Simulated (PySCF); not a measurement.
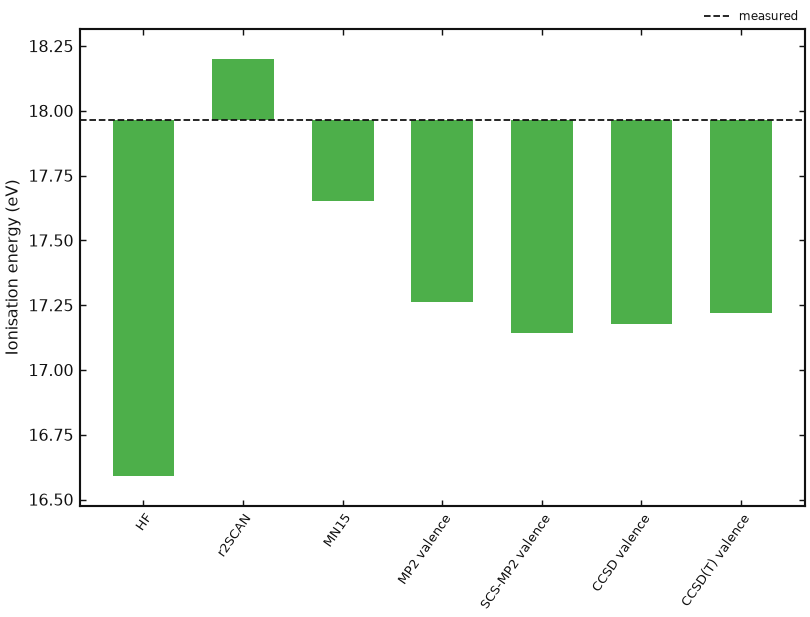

The ionisation energy of Zn⁺ ([Ar] 3d¹⁰ 4s → [Ar] 3d¹⁰) across levels of theory. PySCF, def2-TZVP, non-relativistic, unrestricted single determinants, no spin-orbit coupling. Methods marked “valence” freeze 18 core electrons.

Question: How do the methods compare?

Answer: The values run from 16.59 eV (HF) to 18.20 eV (r2SCAN). The measured value is 17.96 eV; nearest to it come r2SCAN (+0.24) and MN15 (−0.31), furthest HF (−1.37 eV).

| Method | Ionisation energy (eV) |
| --- | --- |
| HF | 16.59 |
| r2SCAN | 18.20 |
| MN15 | 17.65 |
| MP2 valence | 17.26 |
| SCS-MP2 valence | 17.14 |
| CCSD valence | 17.18 |
| CCSD(T) valence | 17.22 |

Limits of the model: relativistic shift absent.
